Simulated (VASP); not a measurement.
Band structure of LiTaF$_{6}$ (space group R-3). All values below come from PBEsol GGA, VASP's PBE PAW potentials (set 64) (plane waves; VASP).

Unless said otherwise, spin-orbit coupling is left out, though it shifts the bands of the heavy elements here.

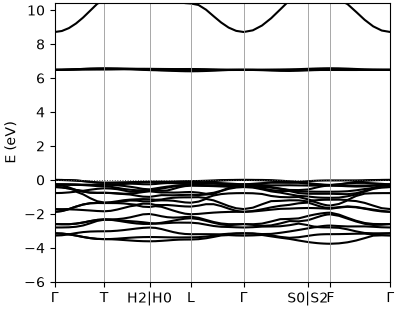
Figure. Bands along high-symmetry lines, zero at the valence-band maximum or, without a gap, the Fermi level

**Question.** Read the plot: is there a gap, and where are the band edges?

**Answer.** The gap is indirect, 6.40 eV, from the valence maximum at Γ-S0 at 0.14 to the conduction minimum at L.

The structure comes from a computed database's LiTaF6 entry; how it stands against other phases isn't given here. The cell was not relaxed at this level.
